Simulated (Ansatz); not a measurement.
F₂Ge₂H₄O···H₂

Input

```
crystal:
  periodic: [false, false, false]
  atoms:
    - { symbol: Ge, position_ang: [0.0, 0.0, 0.0] }
    - { symbol: H, position_ang: [0.0, 0.0, 1.9] }
    - { symbol: F, position_ang: [1.5842, 0.0, -0.5594] }
    - { symbol: F, position_ang: [-0.7913, 1.3709, -0.5594] }
    - { symbol: Ge, position_ang: [-1.1304, -1.9584, -0.7992] }
    - { symbol: H, position_ang: [-1.8281, -2.673, 0.3861] }
    - { symbol: H, position_ang: [-2.1918, -1.5497, -1.8522] }
    - { symbol: H, position_ang: [-0.1029, -2.92, -1.4487] }
    - { symbol: O, position_ang: [0.7702, -1.8071, 0.6527] }
    - { symbol: H, position_ang: [0.1354, -2.5529, 0.4061] }
    - { symbol: H, position_ang: [0.3897, -0.9142, 1.8011] }
basis:
  gaussian: { orbitals: def2-SVP }
hamiltonian:
  xc: pbe0
relax:
  f_tol: 0.15
  max_steps: 25
  restrain:
    - { distance: [0, 8], at: 1.77, k: 30.0 }
    - { distance: [10, 1], at: 0.66, k: 30.0 }
    - { distance: [0, 1], at: 2.75, k: 30.0 }
    - { distance: [10, 8], at: 2.21, k: 30.0 }
output:
  orbitals: {}
```

Command:

```sh
ansatz run input.yaml --threads 4 --pin off --max-ram 5120MiB --backend cpu --events-out ev --progress --plain --runs-dir out
```

The fields are those of the run's last geometry, not of the input's.

Not at a stationary point (largest force 1.8 eV/Å).

All numbers below come from RKS PBE0/def2-SVP (Ansatz 0.2.0).

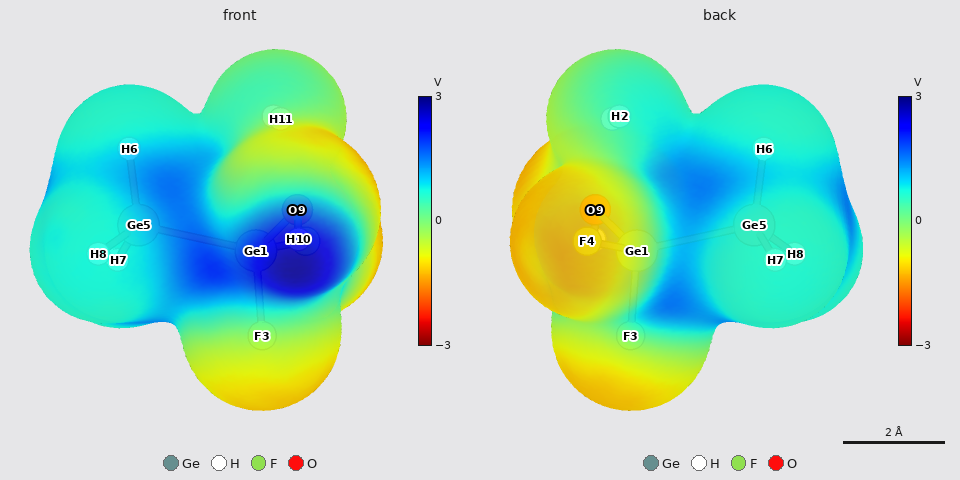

Figure 1. The electrostatic potential painted on the density surface at 0.002 e/bohr³, seen from the front and from behind; red is negative and blue positive.

> Where is the surface potential most negative and most positive?

The most negative region (about −1.3 V) lies over F4 and O9, the most positive (about +2.6 V) over H10.

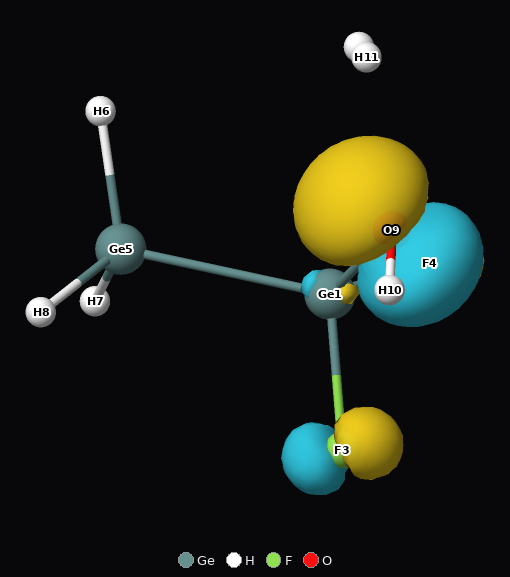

Figure 2. The HOMO−1 at ±0.2 Å⁻³ᐟ² (yellow and cyan are the two phases), seen at a tilt.

> Where does this orbital lie, and at what energy?

By Hirshfeld shares it lies mainly on O9 (about 60 %), Ge1 (about 10 %), F3 (about 10 %) and F4 (about 5 %). Its energy is −9.72 eV.

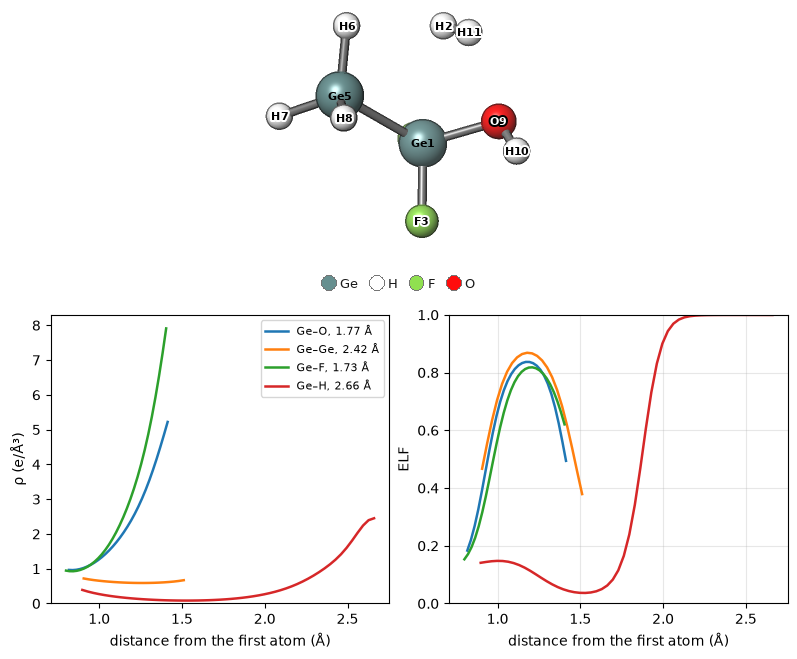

Figure 3. Total electron density and ELF along straight lines between neighbouring atoms. The curves leave out the atomic cores. The structure is drawn too.

> Compare the contacts.

Ge–O (1.77 Å): ρ is about 0.99 e/Å³ halfway; the ELF peaks at about 0.85 in the valence shell of O, 0.6 Å from its nucleus, and is about 0.35 at the midpoint.
Ge–Ge (2.42 Å): the density is about 0.59 e/Å³ at the midpoint; the ELF peaks at about 0.85 between the atoms, as expected for localised, covalent bonding.
Ge–F (1.73 Å): ρ at the midpoint is about 0.94 e/Å³; the ELF peaks at about 0.80 in the valence shell of F, 0.5 Å from its nucleus, and is about 0.25 at the midpoint.
Ge1···H11 (2.66 Å): the density falls to about 0.08 e/Å³ on the way; the ELF dips to about 0.05 between them.
